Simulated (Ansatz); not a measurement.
## Electronic structure of CH$_{2}$FNOSi in real space

```xyz
7

O    -1.0881   -1.0304    1.4111
Si    0.0693   -0.5823    0.5187
F     1.6218   -0.9431    0.7903
C     0.0361    0.1863   -1.1638
N     0.2118    1.1470   -0.3191
H     0.2581    2.1461   -0.5549
H    -0.0861    0.2867   -2.2531
```

Level of theory: Ansatz 0.2.0, RKS B3LYP/def2-SVP.

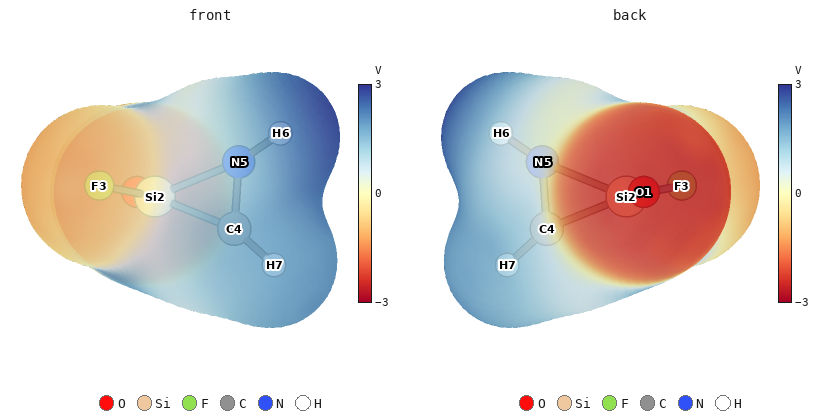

Figure 1. The molecular electrostatic potential painted on the density surface at 0.002 e/bohr³, seen from the front and from behind; the colour scale runs from red (negative) to blue (positive).

### Describe the electrostatic potential map.

The most negative region (about −2.6 V) lies over O1, the most positive (about +2.8 V) over H6. O1 is the likeliest acceptor of a hydrogen bond.

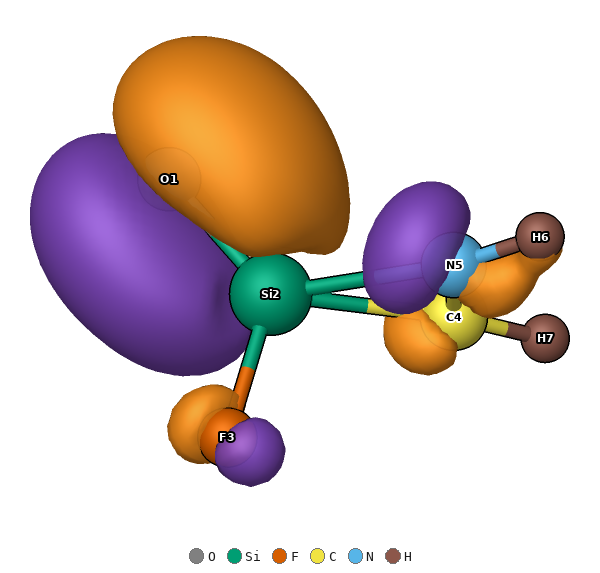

Figure 2. The HOMO−1 at ±0.1 Å⁻³ᐟ² (orange and purple are the two phases), seen from one side.

### What is the character of this orbital?

It lies mainly on O1 (about 75 %); largely a lone pair of O1. Its energy is −7.34 eV.

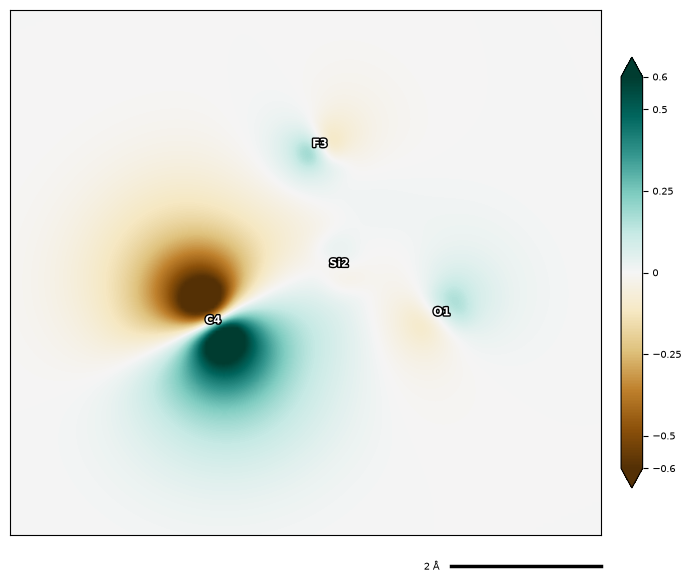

Figure 3. The LUMO on the plane of atoms F3, Si2 and C4 (values in Å⁻³ᐟ²; the overall sign is arbitrary).

### Where does this orbital lie, and at what energy?

Its weight (Hirshfeld) is mainly on C4 (about 50 %) and N5 (about 35 %); π-antibonding (π*) across C4–N5. Its energy is −2.50 eV.
